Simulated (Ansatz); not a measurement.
Electronic density of states of amorphous Si30N42Be3, density 2.92 g/cm³, on a 2×2×2 Γ-centred mesh with a Gaussian width of 0.1 eV; energies count from the Fermi level, whose place inside the gap is arbitrary. Cell and mesh are small, so fine structure isn't converged. These are PBE, scalar-relativistic without spin-orbit coupling (plane waves to 420 eV, PAW; Ansatz, an electronic-structure program) values and carry that method's errors. Sampling: a 2×2×2 Γ-centred mesh; Fermi-Dirac width 0.02 eV; no spin polarisation. At PBE the levels at the filled edge of the gap are localised (band-tail or defect states), and the nearest spread-out levels lie 2.9 eV apart at the zone centre.

A CHGNet melt-quench gave the starting glass, which DFT then relaxed. N atoms were pushed apart under 1.9 Å during the dynamics, to hinder bonds among them. The hot cell started wider than the set density and was brought back towards it in steps. It is the lowest in DFT energy of 2 quenches. It is a model cell: composition and starting density were chosen by hand, and all elements were melted together. No dispersion term was used. Its density started from a set value of 2.94 and ended at 2.92 g/cm³. Cooling (nominally 300 K/ps over its main leg) ran many orders faster than in experiment, which tends to leave more defects and strain. A cell of this size samples the disorder only roughly. Volume and shape were free in the relaxation.

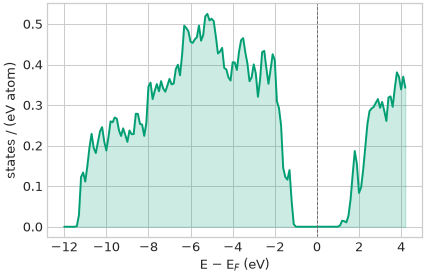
Density of states per atom

The level gap on this mesh is 2.50 eV; the broadening fills part of it in the curve.
